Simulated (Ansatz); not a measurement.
# C₃H₉B: a changed input and its effect

System: C₃H₉B.
Method of the first run: RKS r2SCAN-D4/def2-TZVPP (Ansatz 0.2.0).

The geometry comes from this level: PBE0-D4/def2-TZVP. Text and figures count atoms from 1; the logs count them from 0 in places.

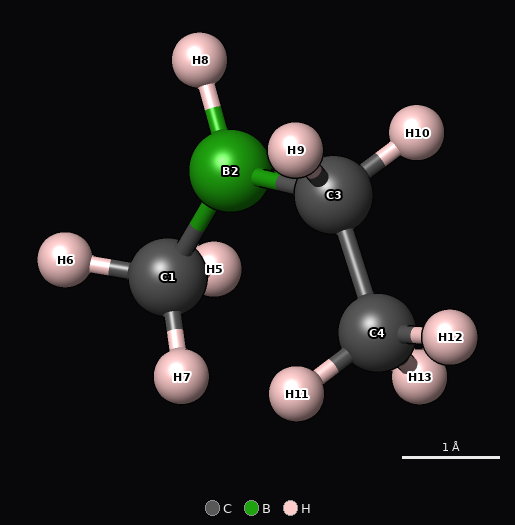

Fig. 1: The input geometry (ball-and-stick view, seen at a tilt; atoms are numbered from 1 in the order of the input). Bond lengths as drawn: B–C 1.56 Å, B–H 1.20 Å, C–C 1.52 Å and C–H 1.09 to 1.10 Å.

Input file, the first run:
```yaml
crystal:
  periodic: [false, false, false]
  atoms:
    - {symbol: C, position_ang: [-0.939617, 1.209442, 0.842844]}
    - {symbol: B, position_ang: [0.521793, 0.698460, 0.672182]}
    - {symbol: C, position_ang: [0.958166, -0.497250, -0.231728]}
    - {symbol: C, position_ang: [-0.108276, -1.258899, -1.005508]}
    - {symbol: H, position_ang: [-1.009135, 2.135488, 0.250536]}
    - {symbol: H, position_ang: [-1.161599, 1.518147, 1.868280]}
    - {symbol: H, position_ang: [-1.721887, 0.538107, 0.483689]}
    - {symbol: H, position_ang: [1.397625, 1.288657, 1.252231]}
    - {symbol: H, position_ang: [1.528705, -1.179439, 0.418341]}
    - {symbol: H, position_ang: [1.735109, -0.114404, -0.911010]}
    - {symbol: H, position_ang: [-0.847385, -1.703282, -0.333768]}
    - {symbol: H, position_ang: [0.318304, -2.068967, -1.602305]}
    - {symbol: H, position_ang: [-0.651304, -0.600762, -1.688984]}
basis:
  gaussian: {orbitals: def2-TZVPP}
hamiltonian: {xc: r2scan, dispersion: d4}
output: {forces: true, orbitals: {seedname: orbitals}}
```

Hardware: 2 CPU threads, shared host.

Output (the first run):
```
Functional definition: r2SCAN
  parameter k0 = 0.174
  parameter k1 = 0.065
  parameter a1 = 4.9479
  exchange = r2scan_x(k0 = k0, k1 = k1, a1 = a1)
  correlation = r2scan_c
1240 factors; their error is unknown
mean field evaluation 1: about -3918.1580 eV, gradient 8.0e1 eV
mean field evaluation 2: about -3906.4383 eV, gradient 1.0e2 eV
mean field evaluation 4: about -3932.9961 eV, gradient 4.0e0 eV
mean field evaluation 8: about -3933.0481 eV, gradient 9.1e-2 eV
mean field evaluation 16: about -3933.0127 eV, gradient 1.4e-4 eV
mean field -3933.01269791 eV, -144.5355507564 hartree, gradient 7.1e-5 eV, S^2 0.000000; 0 other end points of the search recorded, 0 dependent functions left out
the calculation of the forces begins
reference -3933.01271119 eV, -144.5355512445 hartree; 16, 16 occupied and 234, 234 virtual orbitals, 1240 factors
Total energy: -3933.06415833 eV, -144.5374418918 hartree
Atom 0 at    -0.939617     1.209442     0.842844 Å, force     0.000761    -0.031227     0.000881 eV/Å
Atom 1 at     0.521793     0.698460     0.672182 Å, force     0.029018     0.027763     0.026812 eV/Å
Atom 2 at     0.958166    -0.497250    -0.231728 Å, force     0.067277     0.082431     0.077046 eV/Å
Atom 3 at    -0.108276    -1.258899    -1.005508 Å, force    -0.098200    -0.088998    -0.084574 eV/Å
Atom 4 at    -1.009135     2.135488     0.250536 Å, force    -0.009577    -0.011882     0.017989 eV/Å
Atom 5 at    -1.161599     1.518147     1.868280 Å, force    -0.005698     0.011138    -0.026439 eV/Å
Atom 6 at    -1.721887     0.538107     0.483689 Å, force     0.003872     0.021614     0.000949 eV/Å
Atom 7 at     1.397625     1.288657     1.252231 Å, force    -0.013245    -0.007849    -0.010645 eV/Å
Atom 8 at     1.528705    -1.179439     0.418341 Å, force     0.012841    -0.000243    -0.012634 eV/Å
Atom 9 at     1.735109    -0.114404    -0.911010 Å, force     0.010645    -0.013869     0.003761 eV/Å
Atom 10 at    -0.847385    -1.703282    -0.333768 Å, force     0.010933     0.010540    -0.011190 eV/Å
Atom 11 at     0.318304    -2.068967    -1.602305 Å, force    -0.013649     0.008186     0.003937 eV/Å
Atom 12 at    -0.651304    -0.600762    -1.688984 Å, force     0.005023    -0.007606     0.014107 eV/Å
Dipole moment:    -0.051404    -0.033250    -0.053634 e Å
```

The input of the second run differs as follows (lines with − go, lines with + come):
```diff
-hamiltonian: {xc: r2scan, dispersion: d4}
+hamiltonian: {xc: pbe, dispersion: d4}
```

Predict how the results change.

The total energies belong to different models, so their difference says nothing on which is more stable or more accurate. The largest force goes from 0.157 to 0.224 eV/Å. The HOMO goes from −7.29 to −7.01 eV. The LUMO goes from −1.19 to −1.61 eV.

Output (the second run):
```
Functional definition: PBE
  parameter kappa = 0.804
  parameter beta = 0.06672455060314922
  exchange = pbe_x(kappa = kappa, mu = beta*pi^2/3)
  correlation = pbe_c(beta = beta)
1240 factors; their error is unknown
mean field evaluation 1: about -3911.3759 eV, gradient 8.8e1 eV
mean field evaluation 2: about -3882.3809 eV, gradient 1.3e2 eV
mean field evaluation 4: about -3929.4112 eV, gradient 7.9e0 eV
mean field evaluation 8: about -3929.5708 eV, gradient 2.0e-1 eV
mean field evaluation 16: about -3929.5379 eV, gradient 4.7e-4 eV
mean field -3929.53794247 eV, -144.4078558494 hartree, gradient 1.8e-5 eV, S^2 0.000000; 0 other end points of the search recorded, 0 dependent functions left out
the calculation of the forces begins
reference -3929.53798962 eV, -144.4078575820 hartree; 16, 16 occupied and 234, 234 virtual orbitals, 1240 factors
Total energy: -3929.73738326 eV, -144.4151851631 hartree
Atom 0 at    -0.939617     1.209442     0.842844 Å, force     0.122307    -0.107559    -0.000230 eV/Å
Atom 1 at     0.521793     0.698460     0.672182 Å, force     0.004939     0.003744     0.002889 eV/Å
Atom 2 at     0.958166    -0.497250    -0.231728 Å, force    -0.117297     0.112271     0.072649 eV/Å
Atom 3 at    -0.108276    -1.258899    -1.005508 Å, force     0.007278    -0.023134    -0.019947 eV/Å
Atom 4 at    -1.009135     2.135488     0.250536 Å, force    -0.023894     0.183516    -0.100343 eV/Å
Atom 5 at    -1.161599     1.518147     1.868280 Å, force    -0.048986     0.081667     0.193935 eV/Å
Atom 6 at    -1.721887     0.538107     0.483689 Å, force    -0.165664    -0.122696    -0.077485 eV/Å
Atom 7 at     1.397625     1.288657     1.252231 Å, force     0.097760     0.066375     0.064304 eV/Å
Atom 8 at     1.528705    -1.179439     0.418341 Å, force     0.139295    -0.124435     0.121255 eV/Å
Atom 9 at     1.735109    -0.114404    -0.911010 Å, force     0.177643     0.067587    -0.118869 eV/Å
Atom 10 at    -0.847385    -1.703282    -0.333768 Å, force    -0.150356    -0.088687     0.122198 eV/Å
Atom 11 at     0.318304    -2.068967    -1.602305 Å, force     0.068334    -0.167057    -0.125455 eV/Å
Atom 12 at    -0.651304    -0.600762    -1.688984 Å, force    -0.111358     0.118406    -0.134902 eV/Å
Dipole moment:    -0.051350    -0.034724    -0.056467 e Å
```

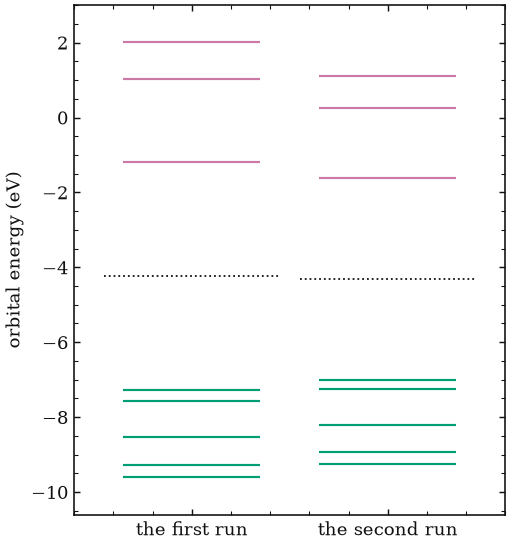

Fig. 2: The five highest filled and three lowest empty orbital energies of the two runs; the dotted lines part filled from empty levels. The HOMO–LUMO gap is 6.10 eV in the first run and 5.40 eV in the second run.

The two runs side by side:

| quantity | the first run | the second run |
| --- | --- | --- |
| outcome | converged | converged |
| total energy (hartree) | −144.537442 | −144.415185 |
| HOMO (eV) | −7.29 | −7.01 |
| LUMO (eV) | −1.19 | −1.61 |
| dipole moment (D) | 0.39 | 0.40 |
| largest force (eV/Å) | 0.157 | 0.224 |
| basis functions | 250 | 250 |
| wall time (shared host) | 4.7 s | 2.8 s |
